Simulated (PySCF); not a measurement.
Vertical excitations of a molecule C₂H₁₀O₂Si₂ from TDA-LC-ωPBE/def2-SVPD (PySCF), as energy in eV (oscillator strength): 7.07 (0.024), 7.66 (0.001), 7.88 (0.008), 8.15 (0.007), 8.43 (0.002), 8.47 (0.000). Lowest triplet (TDA): 6.59 eV. The structure is a stationary point at ωB97X-D3(BJ)/def2-SVP. Other conformers were not sampled.

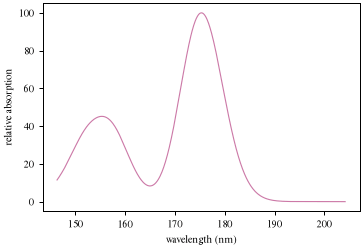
Figure: The lines broadened by 0.4 eV.

Question: Which molecule gave these data?
(A) CO[Si@@H](O)C[SiH3]
(B) C[C@H](O)[SiH2]O[SiH3]
(C) CC([SiH2]O)[SiH2]O
(D) COC[SiH2][SiH2]O

Answer: B, C[C@H](O)[SiH2]O[SiH3]
